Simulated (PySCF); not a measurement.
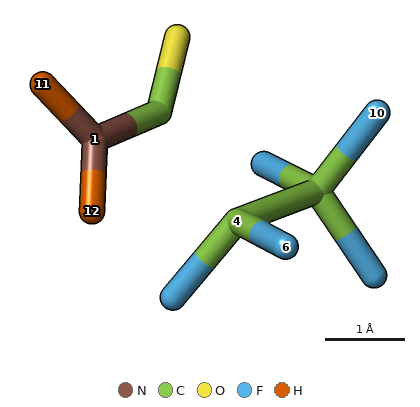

Figure 1. The input geometry (stick view, seen at a tilt; atoms are numbered from 1 in the order of the input). Sticks are drawn by distance; a stretched bond gets none, so the picture shows separate pieces. Bond lengths as drawn: C–C 1.59 Å, C–F 1.31 to 1.32 Å, C–N 1.30 Å, C–O 1.18 Å and H–N 1.02 Å.

Run report: C₃H₂F₅NO (charge +1), EPR calculation

C₃H₂F₅NO, charge +1, multiplicity 2, computed with UKS B3LYP, pcH-1 on C F H N O, non-relativistic, mean-field spin-orbit, GIAO (PySCF 2.14.0).

It belongs to a series of runs on one base structure; here: electron removed.

Output
```
UKS, coarse grid
  cycle   1  E = -743.93721946  |g| = 1.08e+00
  cycle   2  E = -742.03055152  |g| = 2.54e+00
  cycle   3  E = -744.29786515  |g| = 4.20e-01
  cycle   4  E = -744.34072429  |g| = 2.73e-01
  cycle   5  E = -744.36732540  |g| = 5.24e-02
  cycle   6  E = -744.36826527  |g| = 3.08e-02
  cycle   7  E = -744.36867635  |g| = 1.12e-02
  cycle   8  E = -744.36874504  |g| = 3.75e-03
  cycle   9  E = -744.36875420  |g| = 8.24e-04
UKS, final grid
  cycle   1  E = -744.36879977  |g| = 8.93e-04
  cycle   2  E = -744.36879952  |g| = 1.40e-03
  cycle   3  E = -744.36880011  |g| = 2.82e-04
  cycle   4  E = -744.36880015  |g| = 1.88e-04
  cycle   5  E = -744.36880017  |g| = 7.56e-05
  cycle   6  E = -744.36880017  |g| = 1.65e-05
E = -744.36880017 Eh   <S^2> = 0.7563 (exact 0.7500)
g shifts (ppm)      1          2          3
  rmc          -335       -335       -335
  gc              6         68         77
  oz_so         364       5977       7165
  total          36       5711       6908
hyperfine (MHz)  atom isotope    a_iso     a_fc   dipolar eigenvalues
    0   14N      26.64      26.64     -4.39     -2.37      6.76
    1   13C     -39.48     -39.48    -12.33     -1.39     13.72
    2   17O     -33.45     -33.45   -174.87     81.79     93.08
    3   13C      49.05      49.05    -27.33    -26.71     54.04
    4   19F      65.76      65.76   -158.56   -152.36    310.92
    5   19F      65.78      65.78   -158.55   -152.35    310.90
    6   13C      23.75      23.75     -4.77     -3.76      8.52
    7   19F      21.63      21.63    -48.67    -47.27     95.95
    8   19F      15.72      15.72    -25.29    -23.98     49.27
    9   19F      15.73      15.73    -25.29    -23.99     49.28
   10    1H      24.20      24.20     -5.53      0.30      5.23
   11    1H      -8.05      -8.05     -5.75     -0.91      6.66
```

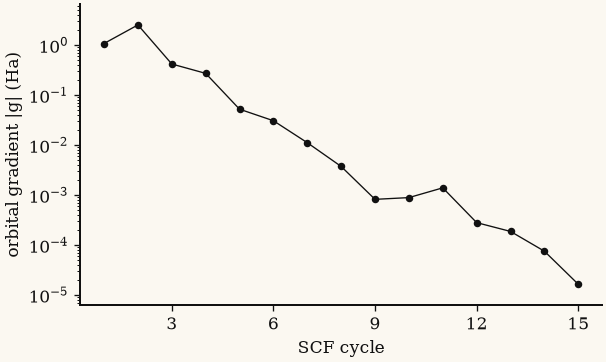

Figure 2. Convergence of the self-consistent field: orbital gradient |g| against the SCF cycle. All cycles printed in the log are drawn one after another.

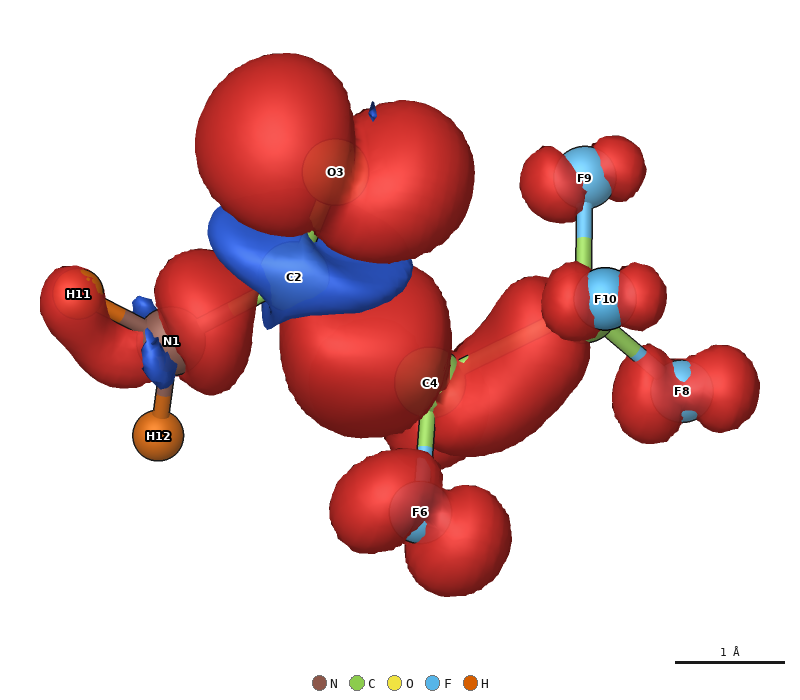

Figure 3. Isosurfaces of the spin density at +0.01 (red) and −0.01 e/Å³ (blue), seen at a tilt. The unpaired spin (1 electron) lies mostly on O3 (about 0.5), C4 (about 0.2), C2 (about 0.1), F5 (about 0.1) and F6 (about 0.1), in electrons by Hirshfeld's partition.

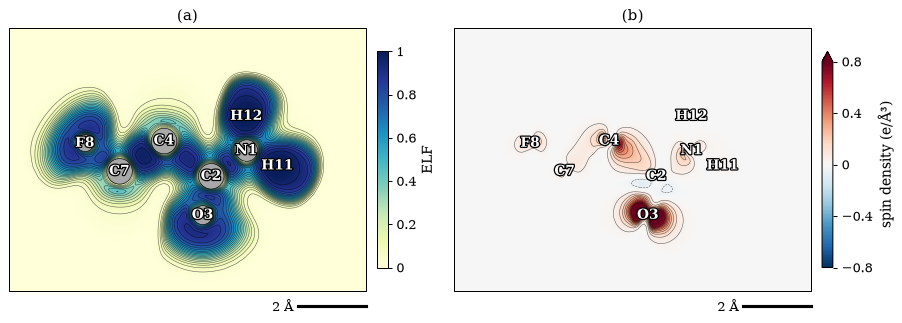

Figure 4. (a) ELF; (b) spin density (α minus β) on the plane of atoms C4, C7 and F8. Grey discs, where drawn, cover atomic cores. The section cuts through N, C, O, F and H sites. C2···C4 (1.74 Å): the ELF peaks at about 0.95 between the atoms. C–O (1.18 Å): the ELF peaks at about 0.85 between the atoms (a double or triple bond). C–N (1.30 Å): the ELF peaks at about 0.90 between the atoms (a multiple bond by its length, whose ELF region spreads away from the axis). The unpaired spin (1 electron) lies mostly on O3 (about 0.5), C4 (about 0.2), C2 (about 0.1), F5 (about 0.1) and F6 (about 0.1), in electrons by Hirshfeld's partition.

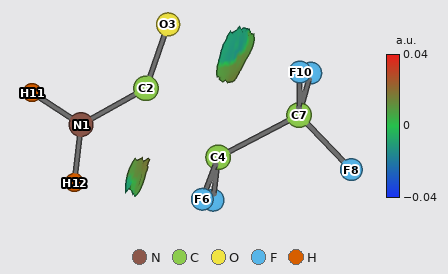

Figure 5. Non-covalent interaction (NCI) plot: the surface where the reduced density gradient is 0.6, for densities under 0.05 a.u., coloured by sign(λ₂)ρ; seen face on.

This output came from the following input.

Input
```
{"job": {"kind": "epr", "basis": "pcH-1"}, "charge": 1, "multiplicity": 2}
N     -1.986187    -0.564359     0.160432
C     -1.080435     0.308613    -0.154426
O     -1.027780     1.403856    -0.580802
C      0.470034    -0.412839     0.172200
F      0.535942    -1.509797    -0.549341
F      0.477231    -0.731262     1.447693
C      1.614208     0.629342    -0.200498
F      2.759843     0.037595     0.065040
F      1.537851     0.926299    -1.477226
F      1.477458     1.710932     0.531316
H     -2.966329    -0.304995     0.030664
H     -1.810636    -1.494072     0.528924
```

The first line tells a small driver script what to run in PySCF; the rest is the geometry in Å.

Command:
```bash
OMP_NUM_THREADS=1 python <driver script> task.json out
```

Summary

```tsv
quantity	value
outcome	converged
total energy	−744.368800 hartree
⟨S²⟩	0.756
isotropic g	2.0065
hardware	1 CPU thread, shared host
wall time	82 s
peak memory	1 GiB
```
